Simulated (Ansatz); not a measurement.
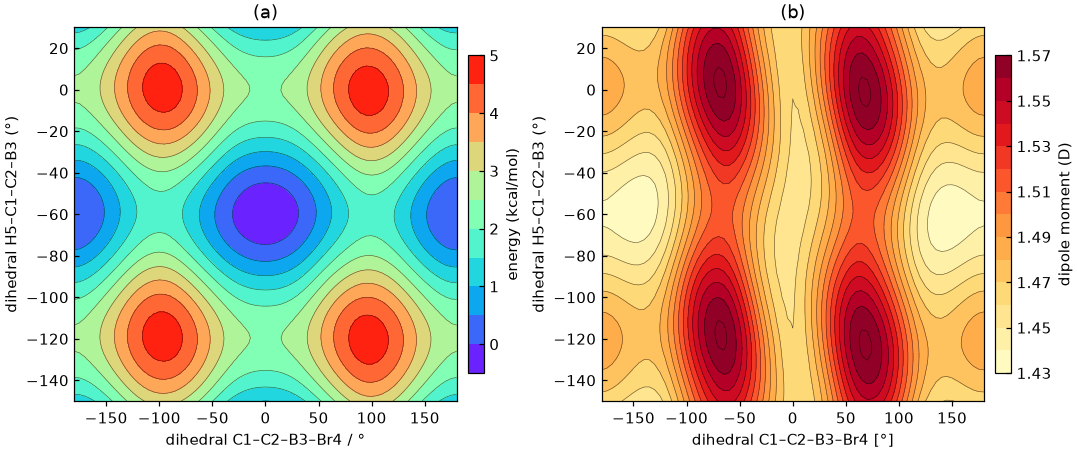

C₂H₅BBr, SMILES CC[B]Br, spin multiplicity 2. Coordinates scanned: (1) dihedral C1–C2–B3–Br4; (2) dihedral H5–C1–C2–B3. Nothing is relaxed (all other coordinates rigid). The scan uses a 12 × 13 grid. Energies: kcal/mol, counted from the relaxed molecule at the same level. All numbers below come from Ansatz 0.2.0, UKS PBE0-D4/def2-SVP.

Panel (a) is the energy and panel (b) the computed dipole moment on the same grid.

The picture shows filled contours. Between grid points the surface is interpolated.

### How does the dipole moment vary over the map, and what is it at the lowest grid point?

Leaving out the highest fifth of the energies, it runs from 1.43 D at dihedral C1–C2–B3–Br4 = −150°, dihedral H5–C1–C2–B3 = −60° to 1.56 D at dihedral C1–C2–B3–Br4 = −60°, dihedral H5–C1–C2–B3 = 15°. At the lowest grid point, dihedral C1–C2–B3–Br4 = 0°, dihedral H5–C1–C2–B3 = −60°, it is 1.46 D.
